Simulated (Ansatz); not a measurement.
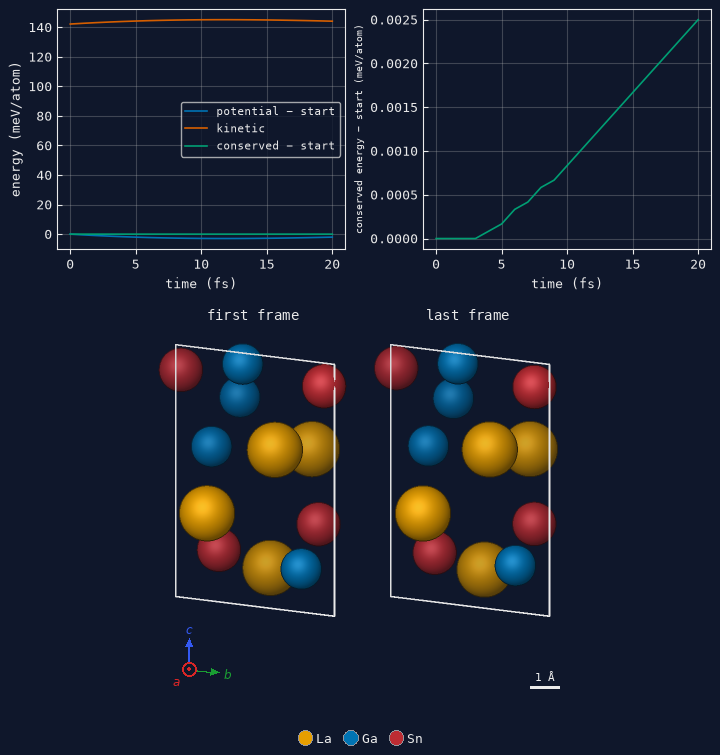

First-principles dynamics of an amorphous cell of composition LaGaSn (12 atoms in the cell), 20 fs long. The picture is a spheres-only view of the simulation cell, seen along the a axis.

Computed with DFT, PAW plane waves, PBE in Ansatz 0.2.0. Settings: plane-wave cutoff 420 eV; k-point mesh 2 × 3 × 2; Fermi-Dirac smearing 0.05 eV; Nosé-Hoover thermostat (NVT); set temperature 1200 K; time step 1 fs.

Input
```yaml
crystal:
  lattice:
    - [7.443939, 0.611949, -0.616825]
    - [0.888715, 5.612847, -0.23864]
    - [-0.315986, -0.902698, 8.709178]
  atoms:
    - { symbol: La, position: [0.151932, 0.596028, 0.160355] }
    - { symbol: La, position: [0.9709, 0.197739, 0.34588] }
    - { symbol: La, position: [0.715351, 0.624629, 0.631346] }
    - { symbol: La, position: [0.217704, 0.858917, 0.652565] }
    - { symbol: Ga, position: [0.792644, 0.421887, 0.956282] }
    - { symbol: Ga, position: [0.2486, 0.404193, 0.823684] }
    - { symbol: Ga, position: [0.479024, 0.226235, 0.613045] }
    - { symbol: Ga, position: [0.722304, 0.791035, 0.171667] }
    - { symbol: Sn, position: [0.440528, 0.899617, 0.357553] }
    - { symbol: Sn, position: [0.553343, 0.272453, 0.206726] }
    - { symbol: Sn, position: [0.534952, 0.032971, 0.902409] }
    - { symbol: Sn, position: [0.92459, 0.934559, 0.908216] }
kpoints:
  mp_grid: { grid: [2, 3, 2] }
magnetization:
  spin_polarized: false
scf:
  occupations: { method: fermi_dirac, width: 0.05 }
hamiltonian:
  pseudopotentials: { kind: paw }
  xc: pbe
basis:
  ecutwfc: 420
md:
  timestep: 1.0
  n_steps: 20
  ensemble: nvt_nose_hoover
  temperature: 1200.0
  initial_velocities: maxwell_boltzmann
  seed: 782949
```

Launched with:
```bash
ansatz run input.yaml --threads 2 --pin off --max-ram 2560MiB --backend cpu --events-out ev --progress --plain --runs-dir out
```

Question: Is this trajectory numerically sound?

Answer: The conserved quantity stays between 0 and 0.0025 meV per atom of its start. A straight-line fit has a slope that amounts to +0.0027 meV per atom over 20 fs (under 0.1 % of the mean kinetic energy), and the ripple about it is under 0.1 % of the kinetic energy's fluctuation. With a drift under 2 % and a ripple under 7 %, the integration is accurate. Over the second half the temperature averages 1222 K (spread ±3 K). The potential energy in the second half lies on average 2.7 meV per atom below the first frame.

Limits of the set-up: the k-point mesh is coarse for a cell with partly filled bands; the periodic images lie only 5.7 Å apart, so the values are limited by the cell's size.

The run took 2.6 min on 2 threads of Arm Neoverse V2, on a shared host, peak memory 0.9 GiB.
